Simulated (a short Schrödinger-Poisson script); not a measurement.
System: symmetric double-gate stack, Si3N4 on p-type Ge(111), at 77 K.

```tsv
layer	material	thickness (nm)	Na (cm⁻³)
1	Si3N4	6.1	-
2	Ge	8	3e17
3	Si3N4	6.1	-
```

Constants are typed, rounded textbook-type inputs, not results; the design itself was drawn at random and stands for no fabricated device. Si3N4: permittivity 7.5, conduction-band edge (eV) 1.9, gap (eV) 5.1, electron mass (mₑ) 0.5. Ge: permittivity 16, conduction-band edge (eV) 0, gap (eV) 0.664, Nv at 300 K (cm⁻³) 6e18.

Channel valleys (confinement mass, in-plane density-of-states mass, number): L1 1.59, 0.08, 1; L3 0.09, 0.34, 3. At the gates, both at one voltage, the conduction-band edge of layer 1 lies 1.99 eV − eVg above the Fermi level of the channel. Gaps are held at their typed values at every temperature. Mesh 0.03 nm at interfaces.

Solved with a short Schrödinger-Poisson script written for these runs: 1D Poisson equation in equilibrium, electrons quantum, Hartree (BenDaniel-Duke, 12 states a valley, the channel's in-plane mass for all, wave functions ending at the dielectric), parabolic valleys, classical holes, full ionisation, no traps, pinning or gate leakage.

Only gate voltages with over 1e8 electrons/cm² are shown.

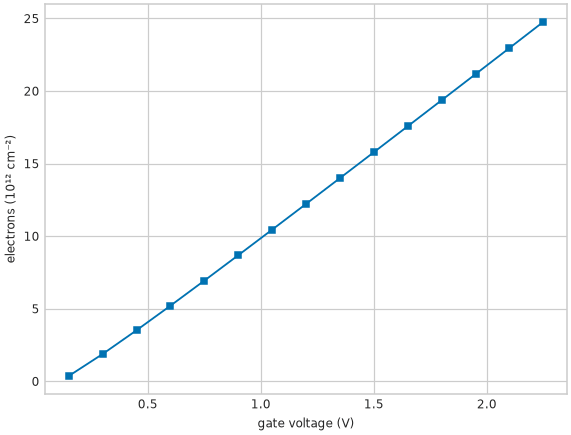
Figure: Sheet density against gate voltage

```csv
Vg (V),electrons (cm⁻²),C (μF/cm²),L1 E0 (meV),L1 E1 (meV),L3 E0 (meV),L3 E1 (meV)
0.15,3.61e11,1.43,-5.4,4.4,56.3,250.8
0.3,1.88e12,1.71,-28.1,-20.9,34.1,225.9
0.45,3.51e12,1.78,-42.7,-37.7,20.7,210.1
0.6,5.20e12,1.83,-54.0,-50.8,11.7,198.4
0.75,6.93e12,1.86,-63.5,-61.6,5.6,189.7
0.9,8.68e12,1.88,-72.4,-71.3,1.2,182.5
1.05,1.04e13,1.89,-81.1,-80.5,-2.4,176.2
1.2,1.22e13,1.90,-89.9,-89.5,-5.4,170.5
1.35,1.40e13,1.90,-98.7,-98.5,-8.0,165.2
1.5,1.58e13,1.91,-107.5,-107.4,-10.5,160.2
1.65,1.76e13,1.91,-116.3,-116.3,-12.8,155.4
1.8,1.94e13,1.92,-125.2,-125.2,-15.0,150.7
1.95,2.12e13,1.92,-134.2,-134.1,-17.2,-
2.1,2.30e13,1.92,-143.1,-143.1,-,-
2.25,2.48e13,1.93,-,-,-,-
```

Subbands count from the Fermi level; a dash marks a level above the dielectric's band edge. The capacitance is that of both gates.

Only the L valleys are kept; under strong confinement the Δ valleys of Ge fill too.
